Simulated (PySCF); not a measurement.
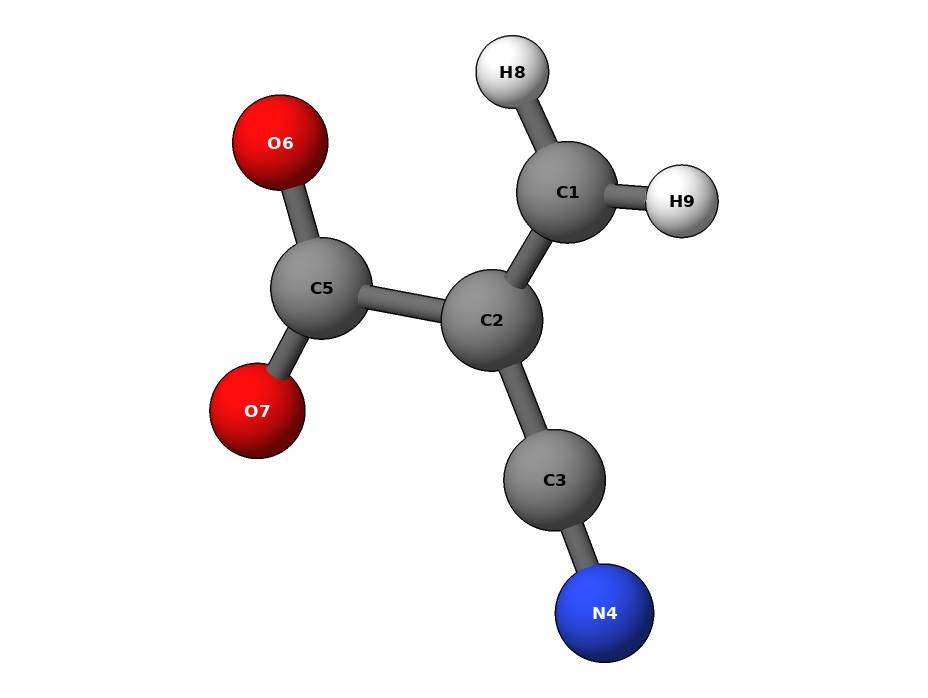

Charge −1, singlet. Geometry: an end point of a reaction path computed with GFN2-xTB. Properties computed with GIAO PBE0/pcSseg-1 NMR shielding, non-relativistic, gas phase (PySCF 2.14.0). Principal shieldings σ11 ≤ σ22 ≤ σ33, span Ω = σ33 − σ11, skew κ = 3(σiso − σ22)/Ω.

Give the shielding tensors of the N atoms.

| atom | σ11 | σ22 | σ33 | σiso | Ω | κ |
| --- | --- | --- | --- | --- | --- | --- |
| N4 | −167.2 | −162.0 | 191.5 | −45.9 | 358.8 | 0.97 |

Shieldings and span in ppm.
